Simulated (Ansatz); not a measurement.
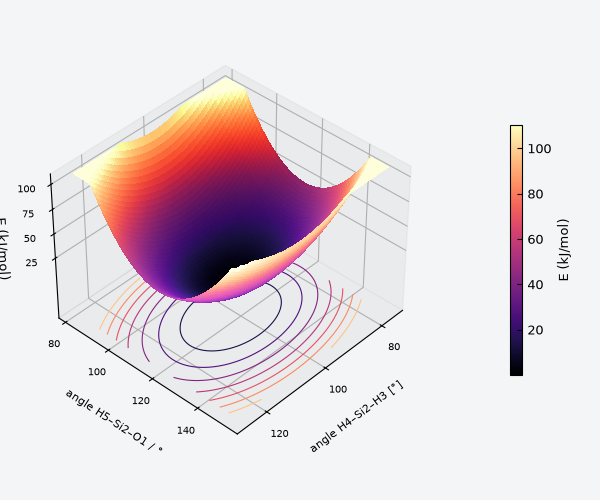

Energy landscape of H₃OSi, SMILES [O-][SiH3], charge −1. First axis: angle H4–Si2–H3. Second axis: angle H5–Si2–O1. Nothing is relaxed (all other coordinates rigid). The scan uses a 15 × 15 grid. Points are written as (first, second). Energies: kJ/mol, counted from the relaxed molecule at the same level. All numbers below come from Ansatz 0.2.0, RKS PBE0-D4/def2-TZVPD.

Drawn: a relief with its contours projected below, any walls above the top of the colour scale cut off. Between grid points the surface is interpolated. 

**Summarise what can be read from the map.**

The lowest grid point is at (101.1°, 117°), 0 kJ/mol from the relaxed molecule at the same level. It is the only kind of minimum in the scanned range. The highest grid point, (76.1°, 82°), lies 152 kJ/mol above the lowest. Round the minimum the two coordinates are nearly uncoupled.

Grid values (kJ/mol):

| angle H5–Si2–O1 ↓, angle H4–Si2–H3 → | 76.1 | 79.6 | 83.2 | 86.8 | 90.3 | 93.9 | 97.5 | 101.1 | 104.6 | 108.2 | 111.8 | 115.3 | 118.9 | 122.5 | 126.1 |
| --- | --- | --- | --- | --- | --- | --- | --- | --- | --- | --- | --- | --- | --- | --- | --- |
| 152 | 149 | 137 | 127 | 118 | 111 | 105 | 101 | 98 | 97 | 97 | 99 | 102 | 107 | 112 | 120 |
| 147 | 122 | 110 | 99 | 90 | 83 | 78 | 74 | 72 | 71 | 72 | 75 | 78 | 84 | 90 | 98 |
| 142 | 99 | 87 | 76 | 67 | 61 | 55 | 52 | 50 | 50 | 51 | 54 | 58 | 64 | 72 | 80 |
| 137 | 80 | 68 | 57 | 49 | 42 | 37 | 34 | 32 | 32 | 34 | 37 | 42 | 49 | 57 | 66 |
| 132 | 66 | 54 | 43 | 34 | 27 | 22 | 19 | 18 | 19 | 21 | 24 | 30 | 37 | 45 | 55 |
| 127 | 56 | 43 | 33 | 24 | 17 | 12 | 9 | 8 | 9 | 11 | 15 | 21 | 28 | 37 | 47 |
| 122 | 50 | 37 | 26 | 17 | 11 | 6 | 3 | 2 | 3 | 5 | 10 | 16 | 23 | 33 | 43 |
| 117 | 49 | 36 | 24 | 15 | 9 | 4 | 1 | 0 | 1 | 4 | 8 | 14 | 22 | 32 | 43 |
| 112 | 51 | 38 | 26 | 17 | 11 | 6 | 3 | 2 | 3 | 6 | 11 | 17 | 25 | 35 | 47 |
| 107 | 58 | 44 | 33 | 24 | 17 | 12 | 9 | 8 | 9 | 12 | 17 | 23 | 32 | 42 | 54 |
| 102 | 68 | 55 | 43 | 34 | 27 | 22 | 19 | 18 | 19 | 23 | 27 | 34 | 43 | 53 | 65 |
| 97 | 83 | 70 | 58 | 49 | 42 | 37 | 34 | 33 | 34 | 37 | 42 | 49 | 57 | 68 | 80 |
| 92 | 102 | 89 | 77 | 67 | 61 | 56 | 53 | 52 | 53 | 56 | 61 | 68 | 77 | 87 | 99 |
| 87 | 125 | 112 | 100 | 91 | 84 | 79 | 76 | 75 | 76 | 79 | 85 | 91 | 100 | 111 | 123 |
| 82 | 152 | 139 | 127 | 118 | 111 | 106 | 103 | 103 | 104 | 107 | 112 | 119 | 128 | 138 | 151 |

The whole map (225 points run) took 8.5 min on 1 thread of Arm Neoverse V1 (shared host).
